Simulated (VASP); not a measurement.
Energy against volume of ZrO2 (fluorite). Method: PBE GGA with D3 dispersion (zero damping), VASP's PBE PAW potentials (set 64) (plane waves; VASP).

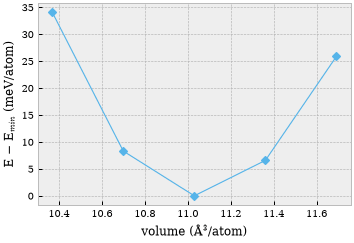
*Energy against volume*

Problem. Estimate the equilibrium volume and the bulk modulus.

Solution. The minimum lies near 11.0 Å³/atom, and the curvature gives B0 of about 240 GPa.

Measured: a 5.090 Å at 0 K (computed value off by +0.2 %), as given by Xinyuan Zhao et al., Physical review. B, Condensed matter (2002), arXiv:cond-mat/0108491 [extrapolated to 0 K from high-temperature diffraction of the cubic phase (5.27 Å at 2410 °C), as arXiv:1708.09424 says of the same reference; zero-point expansion not removed].

The compound is ZrO2 in the fluorite structure, the high-temperature cubic form, which is unstable at 0 K; the monoclinic form is the stable one. It was relaxed first.
